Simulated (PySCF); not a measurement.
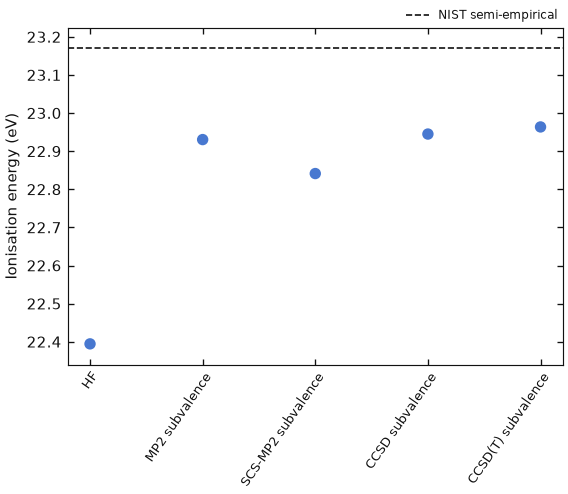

The ionisation energy of Zr²⁺ ([Kr] 4d² → [Kr] 4d) across levels of theory. PySCF, ANO-RCC-VTZP, spin-free X2C-1e, unrestricted single determinants, no spin-orbit coupling. Methods marked “subvalence” freeze 28 core electrons.

### How do the methods compare?

The values run from 22.395 eV (HF) to 22.964 eV (CCSD(T) subvalence). The NIST semi-empirical value is 23.170 ± 0.004 eV; nearest to it come CCSD(T) subvalence (−0.206) and CCSD subvalence (−0.225), furthest HF (−0.775 eV). These values lack spin-orbit coupling; with the first-order correction of +0.015 eV added, CCSD(T) subvalence comes nearest (−0.192).

```csv
Method,Ionisation energy (eV)
HF,22.395
MP2 subvalence,22.931
SCS-MP2 subvalence,22.841
CCSD subvalence,22.945
CCSD(T) subvalence,22.964
```
